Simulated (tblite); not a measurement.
# Run report: C5H15NP2Si, geometry relaxation (part 3 of 3)

The same run, continued: C5H15NP2Si, SMILES CP1(=N)CCP([SiH3])CC1; GFN2-xTB geometry optimisation, gas phase (tblite 0.8.0). 

Geometry of the input (Å):
```
C  -3.1145  0.4224  0.3149
P  -1.5348  -0.0180  -0.4577
N  -1.8671  -0.5870  -1.8843
C  -0.7178  -1.3123  0.4726
C  0.7336  -1.5380  0.0828
P  1.5924  0.0547  0.4113
Si 3.7802  -0.0589  0.1969
C  0.8945  1.3385  -0.6977
C  -0.5905  1.4866  -0.6274
H  -3.8591  -0.3936  0.2378
H  -3.4509  1.3583  -0.2084
H  -2.9498  0.7446  1.3756
H  -2.5277  -1.3951  -1.9067
H  -1.2316  -2.2832  0.3341
H  -0.6927  -1.1331  1.5802
H  0.7029  -1.7943  -0.9990
H  1.1907  -2.4060  0.5820
H  4.4015  0.0965  1.5298
H  4.2135  1.0726  -0.6394
H  4.2501  -1.3436  -0.3289
H  1.2372  1.1924  -1.7473
H  1.3289  2.3146  -0.3814
H  -0.9417  1.9758  -1.5653
H  -0.8591  2.2260  0.1666
```

### Trajectory as extended XYZ, continued
```
24
Properties=species:S:1:pos:R:3:forces:R:3 step=140 energy=-763.20752
C    -3.1792    0.2642    0.0750   -0.0650   0.0200   0.0540
P    -1.4732   -0.0661   -0.5501   -0.0320   0.0140  -0.0350
N    -1.2683   -0.5121   -2.0267   -0.0280  -0.0630  -0.0100
C    -0.7402   -1.1105    0.8008    0.0870  -0.0310   0.0050
C     0.7424   -1.2684    0.4826    0.0500  -0.0080  -0.0130
P     1.6370    0.3415    0.7746   -0.0030  -0.0460   0.0320
Si    3.6051   -0.1442   -0.1627    0.2570  -0.0360  -0.0750
C     0.8841    1.2843   -0.6375   -0.0090   0.0600  -0.0730
C    -0.5986    1.5222   -0.3889   -0.0230   0.0630  -0.0010
H    -3.7781   -0.6401   -0.0389    0.0320  -0.0160  -0.0080
H    -3.6220    1.0483   -0.5402    0.0420  -0.0210  -0.0250
H    -3.1873    0.5687    1.1178    0.0150   0.0210   0.0220
H    -1.7534   -1.3614   -2.2834    0.0300   0.0070  -0.0230
H    -1.2472   -2.0828    0.7922    0.0020   0.0020  -0.0190
H    -0.8794   -0.6569    1.7842   -0.0210   0.0320  -0.0170
H     0.8622   -1.5681   -0.5676   -0.0400   0.0010   0.0780
H     1.2094   -2.0259    1.1234   -0.0580   0.0150  -0.0400
H     4.4020   -0.8743    0.8444   -0.1560   0.1260  -0.1850
H     4.2477    1.1437   -0.4911   -0.0940  -0.2200   0.0590
H     3.5029   -0.9586   -1.3920    0.0150   0.1230   0.1920
H     0.9935    0.7349   -1.5776    0.0080  -0.0360   0.0220
H     1.4187    2.2354   -0.7306   -0.0020   0.0160   0.0400
H    -1.0099    2.1806   -1.1607   -0.0320  -0.0050   0.0020
H    -0.7800    1.9654    0.5940    0.0240  -0.0180   0.0170
24
Properties=species:S:1:pos:R:3:forces:R:3 step=150 energy=-763.21647
C    -3.1813    0.2586    0.0680    0.0000   0.0010   0.0030
P    -1.4712   -0.0639   -0.5502   -0.0030  -0.0060  -0.0130
N    -1.2614   -0.5114   -2.0256    0.0060  -0.0140  -0.0100
C    -0.7358   -1.0992    0.8055    0.0030  -0.0130  -0.0040
C     0.7444   -1.2669    0.4889    0.0030  -0.0030  -0.0010
P     1.6450    0.3386    0.7740   -0.0050   0.0110  -0.0010
Si    3.6079   -0.1487   -0.1800    0.0040  -0.0140   0.0080
C     0.8800    1.2910   -0.6312    0.0090   0.0060  -0.0130
C    -0.6029    1.5281   -0.3773    0.0090  -0.0030  -0.0010
H    -3.7663   -0.6549   -0.0425    0.0040  -0.0040   0.0160
H    -3.6163    1.0265   -0.5718   -0.0090   0.0000   0.0030
H    -3.2000    0.5808    1.1054    0.0000   0.0140  -0.0020
H    -1.7260   -1.3702   -2.2864    0.0080   0.0050  -0.0030
H    -1.2432   -2.0710    0.8016   -0.0180   0.0020   0.0120
H    -0.8821   -0.6295    1.7807    0.0070  -0.0140  -0.0100
H     0.8553   -1.5764   -0.5572   -0.0050   0.0090   0.0070
H     1.1987   -2.0290    1.1305    0.0020   0.0090   0.0040
H     4.3938   -0.8779    0.8156   -0.0150   0.0040  -0.0130
H     4.2498    1.1246   -0.5048    0.0050  -0.0100   0.0020
H     3.4914   -0.9593   -1.3953    0.0010   0.0110   0.0050
H     0.9898    0.7384   -1.5691    0.0020   0.0110  -0.0010
H     1.4154    2.2424   -0.7155   -0.0020   0.0030   0.0040
H    -1.0221    2.1953   -1.1373    0.0020  -0.0010   0.0120
H    -0.7747    1.9539    0.6152   -0.0090  -0.0060  -0.0040
24
Properties=species:S:1:pos:R:3:forces:R:3 step=160 energy=-763.21851
C    -3.1776    0.2551    0.0632   -0.0090   0.0010  -0.0030
P    -1.4673   -0.0736   -0.5547   -0.0060  -0.0010   0.0000
N    -1.2430   -0.5363   -2.0235   -0.0140  -0.0080  -0.0030
C    -0.7372   -1.0909    0.8167    0.0120  -0.0020   0.0040
C     0.7435   -1.2594    0.5041    0.0120   0.0050  -0.0080
P     1.6438    0.3510    0.7698    0.0150   0.0080  -0.0210
Si    3.6011   -0.1474   -0.1917   -0.0170  -0.0050   0.0150
C     0.8779    1.2976   -0.6397    0.0090  -0.0010  -0.0080
C    -0.6064    1.5227   -0.3862    0.0080   0.0070   0.0040
H    -3.7652   -0.6579   -0.0353    0.0090  -0.0110   0.0170
H    -3.6185    1.0183   -0.5776    0.0000   0.0040  -0.0120
H    -3.1890    0.5867    1.0982    0.0010   0.0040  -0.0110
H    -1.6991   -1.4009   -2.2802    0.0040   0.0110   0.0000
H    -1.2471   -2.0613    0.8302    0.0020  -0.0030  -0.0030
H    -0.8834   -0.6058    1.7839    0.0000  -0.0030   0.0050
H     0.8549   -1.5807   -0.5381    0.0050  -0.0020   0.0060
H     1.2016   -2.0098    1.1570   -0.0070   0.0040  -0.0110
H     4.3370   -0.9872    0.7521    0.0000  -0.0070   0.0000
H     4.3045    1.1164   -0.4058   -0.0010  -0.0020   0.0020
H     3.4676   -0.8519   -1.4689    0.0020  -0.0010  -0.0030
H     0.9929    0.7502   -1.5800    0.0030  -0.0070   0.0120
H     1.4079    2.2527   -0.7212   -0.0120  -0.0050   0.0120
H    -1.0291    2.1931   -1.1409   -0.0100  -0.0050   0.0040
H    -0.7815    1.9394    0.6096   -0.0050   0.0170   0.0000
24
Properties=species:S:1:pos:R:3:forces:R:3 step=170 energy=-763.21997
C    -3.1796    0.2523    0.0625   -0.0070   0.0020   0.0150
P    -1.4690   -0.0760   -0.5529   -0.0030   0.0220  -0.0020
N    -1.2470   -0.5404   -2.0214    0.0060   0.0030   0.0040
C    -0.7326   -1.0860    0.8201    0.0030  -0.0090   0.0010
C     0.7476   -1.2510    0.5046    0.0110   0.0000   0.0090
P     1.6454    0.3616    0.7604    0.0050   0.0030  -0.0260
Si    3.6013   -0.1553   -0.1925   -0.0060  -0.0020  -0.0040
C     0.8726    1.3036   -0.6487    0.0050  -0.0010   0.0080
C    -0.6122    1.5232   -0.3899    0.0130   0.0160  -0.0050
H    -3.7546   -0.6721    0.0023    0.0000   0.0050   0.0010
H    -3.6341    0.9902   -0.5995    0.0090  -0.0260   0.0000
H    -3.1864    0.6177    1.0859   -0.0040   0.0090   0.0000
H    -1.6970   -1.4083   -2.2760   -0.0050  -0.0010   0.0000
H    -1.2382   -2.0584    0.8375   -0.0050  -0.0120  -0.0020
H    -0.8761   -0.6008    1.7877   -0.0080   0.0060  -0.0040
H     0.8609   -1.5854   -0.5330   -0.0030   0.0160  -0.0030
H     1.2076   -1.9924    1.1653    0.0080  -0.0210   0.0020
H     4.2875   -1.0676    0.7220   -0.0050  -0.0020  -0.0090
H     4.3487    1.0937   -0.3236    0.0070   0.0100   0.0050
H     3.4829   -0.7830   -1.5119   -0.0100  -0.0020   0.0220
H     0.9905    0.7548   -1.5877   -0.0100   0.0040   0.0070
H     1.3965    2.2619   -0.7290    0.0010  -0.0030  -0.0050
H    -1.0444    2.1880   -1.1442    0.0110   0.0010  -0.0170
H    -0.7822    1.9494    0.6030   -0.0130  -0.0180   0.0020
24
Properties=species:S:1:pos:R:3:forces:R:3 step=180 energy=-763.22132
C    -3.1771    0.2513    0.0770    0.0060  -0.0020  -0.0050
P    -1.4711   -0.0772   -0.5529   -0.0010   0.0050   0.0010
N    -1.2587   -0.5425   -2.0227   -0.0010   0.0040   0.0070
C    -0.7260   -1.0865    0.8164   -0.0030   0.0010  -0.0020
C     0.7541   -1.2439    0.4973    0.0010   0.0050   0.0000
P     1.6430    0.3731    0.7547    0.0030  -0.0050  -0.0050
Si    3.6029   -0.1563   -0.1810   -0.0120  -0.0010  -0.0020
C     0.8686    1.3073   -0.6581   -0.0020   0.0000   0.0010
C    -0.6169    1.5249   -0.4020   -0.0010  -0.0020   0.0000
H    -3.7393   -0.6826    0.0697    0.0000  -0.0040   0.0020
H    -3.6500    0.9480   -0.6148   -0.0100  -0.0020  -0.0040
H    -3.1761    0.6673    1.0809    0.0030   0.0010  -0.0010
H    -1.7046   -1.4132   -2.2742   -0.0060  -0.0060   0.0030
H    -1.2286   -2.0606    0.8334    0.0000  -0.0040  -0.0030
H    -0.8714   -0.6012    1.7837    0.0000  -0.0020   0.0020
H     0.8656   -1.5682   -0.5438   -0.0050   0.0000  -0.0020
H     1.2207   -1.9888    1.1499   -0.0030  -0.0020   0.0010
H     4.2337   -1.1376    0.7010    0.0070  -0.0020   0.0030
H     4.3922    1.0722   -0.2289    0.0100   0.0070  -0.0050
H     3.4945   -0.7229   -1.5281   -0.0070   0.0080   0.0070
H     0.9850    0.7540   -1.5944    0.0030  -0.0050   0.0000
H     1.3898    2.2661   -0.7457    0.0060   0.0020   0.0030
H    -1.0491    2.1812   -1.1640    0.0070   0.0020  -0.0010
H    -0.7930    1.9557    0.5876    0.0040   0.0010   0.0000
24
Properties=species:S:1:pos:R:3:forces:R:3 step=190 energy=-763.22174
C    -3.1783    0.2492    0.0721    0.0030  -0.0020  -0.0020
P    -1.4693   -0.0731   -0.5524   -0.0020   0.0000   0.0010
N    -1.2541   -0.5391   -2.0215    0.0010   0.0030   0.0030
C    -0.7277   -1.0867    0.8157   -0.0010   0.0010  -0.0010
C     0.7529   -1.2429    0.4981    0.0010   0.0030   0.0000
P     1.6440    0.3721    0.7617    0.0060  -0.0080   0.0010
Si    3.6005   -0.1567   -0.1825   -0.0040  -0.0040  -0.0050
C     0.8720    1.3092   -0.6501    0.0000  -0.0010   0.0000
C    -0.6136    1.5282   -0.3967   -0.0030  -0.0040  -0.0020
H    -3.7283   -0.6922    0.0826    0.0000   0.0000   0.0040
H    -3.6616    0.9263   -0.6320   -0.0010   0.0010   0.0000
H    -3.1812    0.6832    1.0683    0.0000   0.0010  -0.0020
H    -1.7037   -1.4083   -2.2724   -0.0010   0.0010   0.0010
H    -1.2291   -2.0617    0.8249   -0.0030  -0.0010   0.0000
H    -0.8754   -0.6085    1.7861   -0.0030   0.0030   0.0000
H     0.8634   -1.5621   -0.5448    0.0020  -0.0040   0.0030
H     1.2173   -1.9914    1.1482    0.0010  -0.0010  -0.0040
H     4.2465   -1.1249    0.7032    0.0030   0.0010   0.0030
H     4.3887    1.0718   -0.2600   -0.0040   0.0010   0.0010
H     3.4732   -0.7410   -1.5203    0.0000   0.0060   0.0040
H     0.9894    0.7565   -1.5866    0.0040   0.0000  -0.0030
H     1.3949    2.2674   -0.7350    0.0020   0.0020  -0.0010
H    -1.0415    2.1867   -1.1591   -0.0030   0.0020   0.0010
H    -0.7908    1.9578    0.5933    0.0000  -0.0010  -0.0030
```

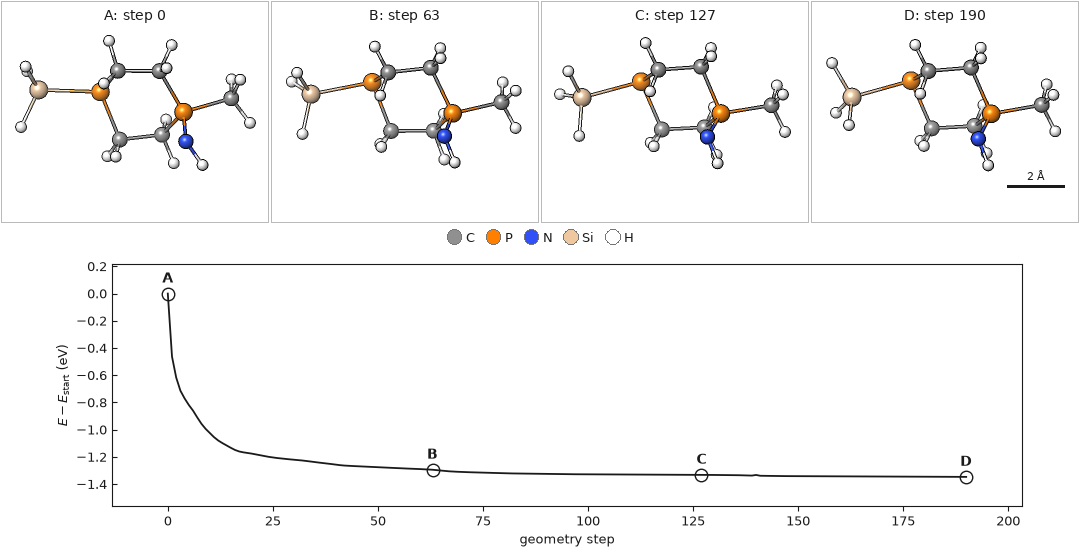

Fig. 1: Frames of the relaxation (ball-and-stick view, seen at a tilt) above the curves, on which the letters mark them (steps are counted from 0).

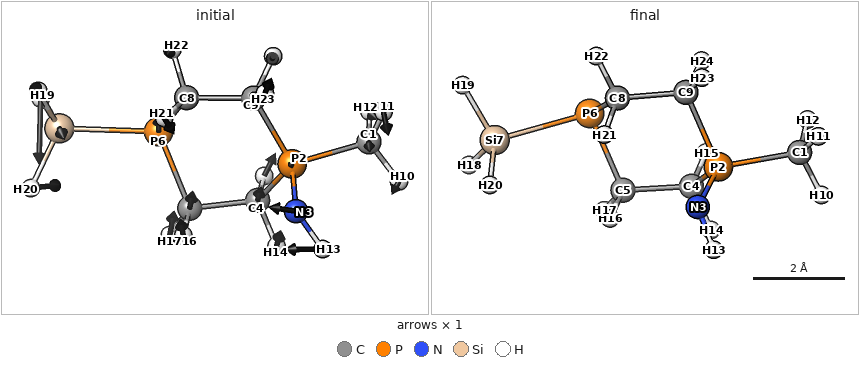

Fig. 2: Before (left) and after (right) the relaxation, at one scale (ball-and-stick view, seen at a tilt). The black arrows give the displacements, at true length. The energy falls by 1.346 eV in 190 geometry steps. The largest force component goes from 3 to 0.008 eV/Å. The atom that moves furthest after the best rigid fit is H20 (1.53 Å). By element the largest moves are H 1.53 Å, N 0.64 Å, C 0.49 Å, P 0.47 Å, Si 0.43 Å. Among the contacts that change: P2–C4 1.791 → 1.857 Å, P2–C9 1.784 → 1.822 Å, C1–P2 1.813 → 1.848 Å, P6–Si7 2.201 → 2.236 Å. Among the angles that change: C5–P6–Si7 113.7° → 98.8°, C1–P2–N3 106.9° → 119.9°, Si7–P6–C8 110.8° → 99.3°. (Atoms are counted from 1 in the order of the input.)

### Key numbers

- outcome: converged
- total energy: −763.2217 eV
- wall time: 2.4 s
- peak memory: 0.18 GiB
